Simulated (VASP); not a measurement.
Band structure of PbO2 (rutile). These are vdW-DF-cx, VASP's PBE PAW potentials (set 64) (plane waves; VASP) values and carry that method's errors.

Unless said otherwise, spin-orbit coupling is left out, though it shifts the bands of the heavy elements here.

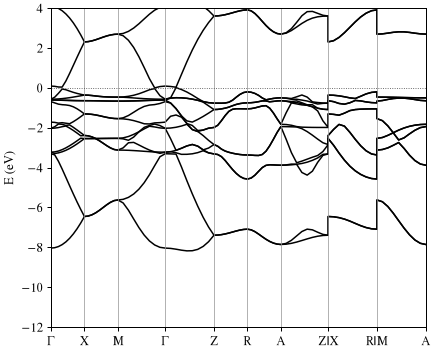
Fig. 1. Bands along high-symmetry lines, zero at the valence-band maximum or, without a gap, the Fermi level

### Question
Read the plot: is there a gap, and where are the band edges?

### Answer
It has no gap at this level: it comes out as a metal or semimetal. (Edges off the drawn lines would not show.)

The compound is PbO2 in the rutile structure. It was relaxed first.
